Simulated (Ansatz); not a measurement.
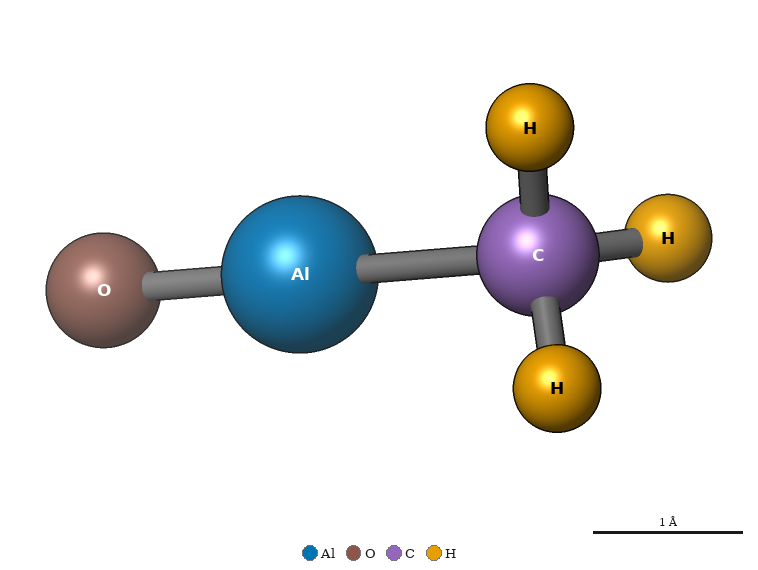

Ball-and-stick drawing of a structure.

The geometry was computed by an optimisation with PBE0-D4/def2-TZVP.

**What is the molecular formula?**

CH3AlO, 6 atoms: 1 carbon, 3 hydrogen, 1 aluminium and 1 oxygen.

**How many bonds of each kind are drawn?**

3 C–H, 1 Al–O, 1 C–Al. Sticks follow a distance rule.

The parts below concern this one geometry. Atoms keep their numbers from picture to picture.

Geometry

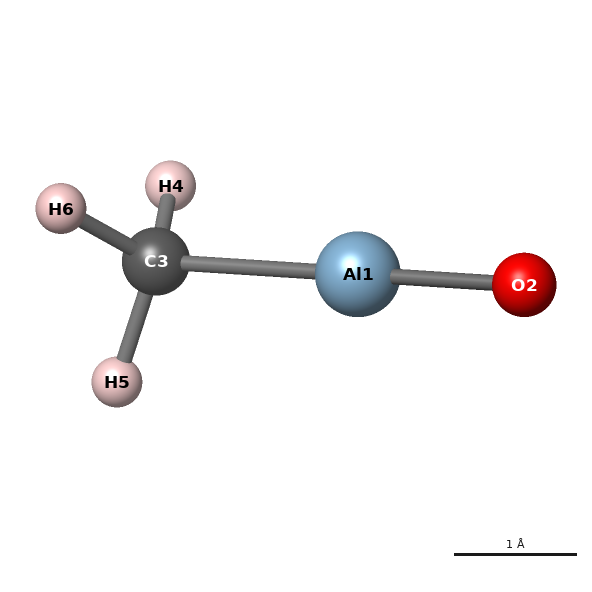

What are the angles O2–Al1–C3, Al1–C3–H4, H4–C3–H5?

```
    angle  degrees
O2–Al1–C3    180.0
Al1–C3–H4    110.5
 H4–C3–H5    108.4
```

Thermal motion

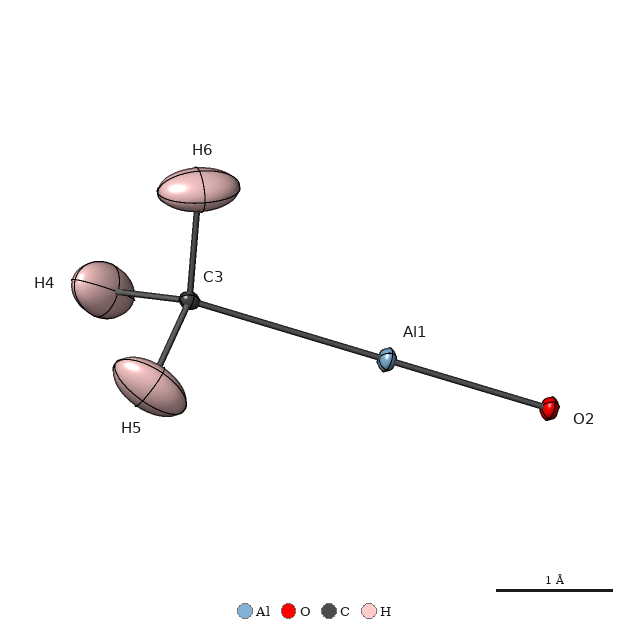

Displacement ellipsoids at the 50 % level, enlarged 1.5 times, from the internal vibrations of the free molecule (harmonic, no overall translation or rotation; no half-axis is drawn under 0.075 Å). Vibrations computed with RKS PBE0-D4/def2-TZVP (Ansatz 0.2.0). Temperature: 100 K.

**Which atom moves most?**

H4, H5, H6, with U_eq = 0.0137 Å².

**Does H4 move more along its bond or across it?**

Across it: the root-mean-square amplitude is 0.079 Å along the bond and up to 0.156 Å across, since bending and torsion are softer than stretching.

List U_eq and the three principal root-mean-square amplitudes for each kind of atom.

```csv
atom,U_eq (Å²),rms amplitudes (Å)
Al1,0.0015,"0.018, 0.046, 0.046"
O2,0.0017,"0.029, 0.045, 0.045"
C3,0.0014,"0.035, 0.035, 0.040"
"H4, H5, H6",0.0137,"0.078, 0.103, 0.156"
```

Electronic properties

Properties computed with RKS PBE0-D4/def2-TZVPP (Ansatz 0.2.0).

**What is the HOMO–LUMO gap?**

5.71 eV.

**Give the HOMO energy (Kohn–Sham orbital) at this level.**

−7.23 eV.

Charges

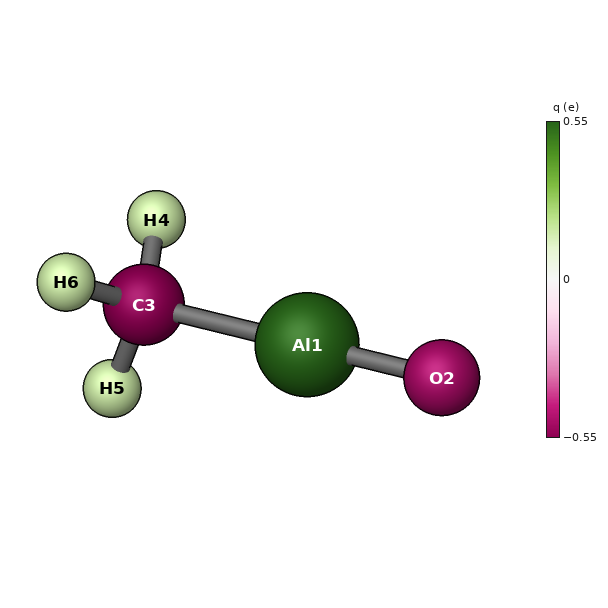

Atoms are coloured by their Mulliken charges. Level of theory: RKS PBE0-D4/def2-TZVP (Ansatz 0.2.0).

List the Mulliken charges.

```csv
atom,value (e)
Al1,0.54
O2,−0.50
C3,−0.55
H4,0.17
H5,0.17
H6,0.17
```

Mulliken values depend strongly on the basis set and can even reverse the polarity of a bond.
